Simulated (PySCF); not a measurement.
C$_{6}$H$_{5}$N$_{3}$S, SMILES `Nc1cccc2nsnc12`.

Method: B3LYP/6-31+G*; geometry: GFN2-xTB; program: PySCF. No frequency check shows the geometry to be a minimum. The basis has diffuse s and p functions alone, which still leaves polarisabilities too small, most of all across bonds. GFN2-xTB bond lengths at metals and heavier atoms can be off by up to 0.1 Å and shapes distorted, which carries into these values.

The calculation's input:

```python
import numpy as np
from pyscf import gto, scf, dft
from pyscf.scf import atom_ks, atom_hf
from scipy.linalg import block_diag

def solve(mol, dm0=None, hcore=None):
    mf = (dft.UKS if mol.spin else dft.RKS)(mol, xc='b3lyp')
    mf.grids.level = 3
    mf = mf.density_fit(auxbasis='def2-universal-jkfit')
    mf.conv_tol, mf.max_cycle = 1e-8, 80
    if hcore is not None:
        mf.get_hcore = lambda *args: hcore
    mf.kernel(dm0)
    if not mf.converged:
        mf = mf.newton().run(mf.mo_coeff, mf.mo_occ, max_cycle=30)
    assert mf.converged, 'SCF not converged'
    return mf

mol = gto.M(atom='''
N     -1.68582    -2.14513     0.06680
C     -1.37086    -0.81536    -0.00043
C     -2.30876     0.19626    -0.01098
C     -1.94169     1.55152    -0.00633
C     -0.63595     1.96332     0.00446
C      0.35621     0.97085     0.00765
N      1.68088     1.13282     0.00582
S      2.38192    -0.31390    -0.00484
N      1.05395    -1.22608    -0.00842
C     -0.00786    -0.42094     0.00352
H     -2.61609    -2.42463    -0.19350
H     -0.93941    -2.78793    -0.13808
H     -3.35712    -0.06368    -0.01992
H     -2.73000     2.28991    -0.01367
H     -0.35775     3.00362     0.00590
''', basis='6-31+g*', charge=0, spin=0, verbose=4)
field = np.array([-0.01, -0.0, -0.0])  # atomic units
mol.set_common_orig(mol.atom_charges() @ mol.atom_coords() / mol.atom_charges().sum())
mf = solve(mol)
out = dict(dm0=mf.make_rdm1(), d0=mf.dip_moment(unit='AU'), e0=mf.e_tot)
for name, sign in (('p', 1), ('m', -1)):
    h = mf.get_hcore() + sign * np.einsum('x,xij->ij', field, mol.intor('int1e_r'))
    mi = solve(mol, mf.make_rdm1(), h)
    out.update({'dm' + name: mi.make_rdm1(), 'd' + name: mi.dip_moment(unit='AU'), 'e' + name: mi.e_tot})
# spherically averaged free atoms, for the promolecule
atm = atom_ks.get_atm_nrks(mol, xc='b3lyp')
pro = block_diag(*[(atm[a[0]][2] * atm[a[0]][3]) @ atm[a[0]][2].T for a in mol._atom])
np.savez('result.npz', pro=pro, **out)
```

Run with:

```sh
OMP_NUM_THREADS=1 python input.py
```

The run took 100 s on 1 thread of Intel(R) Xeon(R) Processor, on a shared host, peak memory 1.1 GiB.

Partitions, critical points and surface values were worked out afterwards from this run's density.

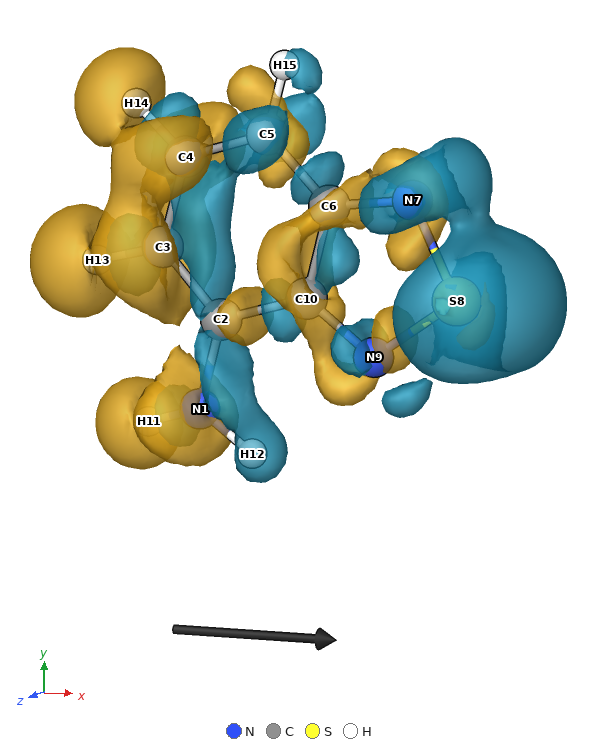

Change of the electron density in a uniform field of 0.51 V/Å along +x (arrow), surfaces at ±0.004 e/Å³ (yellow: gain, teal: loss).

The field was applied in both directions; the picture shows the one opposite to the script's first.

Q: How large is the response?

A: The induced dipole is 3.76 D (along the field); α along this axis, from the fields in both directions, is 148 bohr³ (22.0 Å³).
